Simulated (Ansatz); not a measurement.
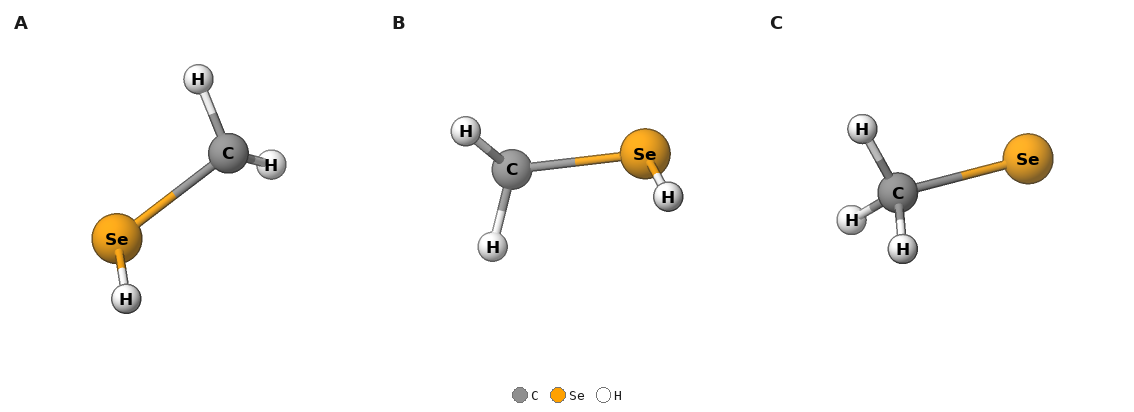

3 stationary structures of one formula. State: charge −1, singlet. Geometries: PBE0-D4/def2-TZVPD. Electronic energies: B3LYP-D4/def2-TZVPPD (Ansatz 0.2.0), without zero-point energy. No frequency run is at hand to confirm each as a minimum.

Which is lowest in energy, and by how much?

Answer. C is lowest (C3v); B lies 197.8 kJ/mol above it (Cs), A lies 207.5 kJ/mol above it (Cs).
